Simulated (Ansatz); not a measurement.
# Fields on a plane of Al2O3 (corundum)

```xyz
10
Lattice="2.4040 1.3879 4.3739 -2.4040 1.3879 4.3739 0.0000 -2.7759 4.3739" Properties=species:S:1:pos:R:3 pbc="T T T"
Al     0.0000     0.0000     4.6205
Al     0.0000     0.0000     1.9403
Al     0.0000     0.0000     8.5011
Al     0.0000     0.0000    11.1813
O     -0.9320     1.3879     7.6543
O     -0.7360    -1.5011     7.6543
O      1.6680     0.1132     7.6543
O      0.9320    -1.3879     5.4673
O      0.7360     1.5011     5.4673
O     -1.6680    -0.1132     5.4673
```

The slice is a (-1 1 0 4) plane (indices of the conventional cell) through the point (0.648, 0.648, 0.648) (fractional), spanned by u = [1 0 -1] and v = [1 -1 1] in vectors of this cell: u (4.81 Å) and v (7.07 Å, at 90° to u). It covers one period; positions are fractions (u, v).

Atoms on it: Al at (0.00, 0.50); Al at (0.00, 0.00). Other atoms lie within 1 Å of the plane.

The numbers are results of PBE (plane waves to 420 eV, PAW, scalar-relativistic; Ansatz, a quantum-chemistry and plane-wave program), not measurements. k mesh 8×8×8. Near the nuclei the fields are pseudised (PAW); where an atom keeps semicore shells as valence, they peak there. Al2O3 was relaxed with its symmetry unable to fall. The PAW data are Ansatz's earlier set.

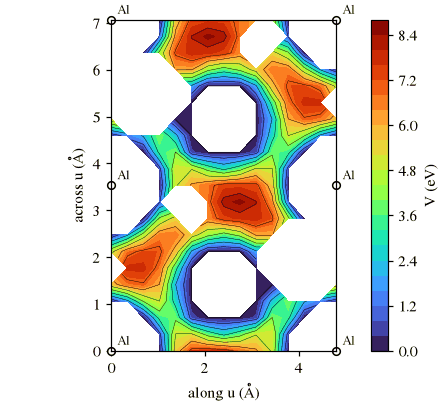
Fig. 1. Electrostatic potential energy of an electron, from the cell's mean, in eV, one period of the plane, atoms marked. Points within 0.8 Å of a nucleus are left white, as the pseudised field means little there. Values under 0 eV are set to 0. The zero, the cell's mean, hangs on the PAW cores.

```
|    ......              ..  |
|..                      ....|
|            ....        ....|
|  ::**==    ..::....        |
|  ==@@**    ............    |
|  ..--..    ..  ......      |
|          ......        ....|
|..................      ....|
|    ....              ....  |
|    ..              ......  |
|    ..              ......  |
|......                      |
|  ....        ....          |
|          ....::..    ==**::|
|      ............    **@@==|
|        ......  ..    ..--..|
|  ....        ......        |
|......      ................|
|    ....              ....  |
|    ......              ..  |
```
Scale: ten equal steps from 0.003 (start of ' ') to 0.178 (end of '@'), in the order ' .:-=+*#%@'. Values: density of the lowest conduction band (whole band as if filled, smooth part) in e/Å³. The map has 14 points along u (two characters each, u = 0 at the left) and 20 along v (v = 0 in the bottom row).
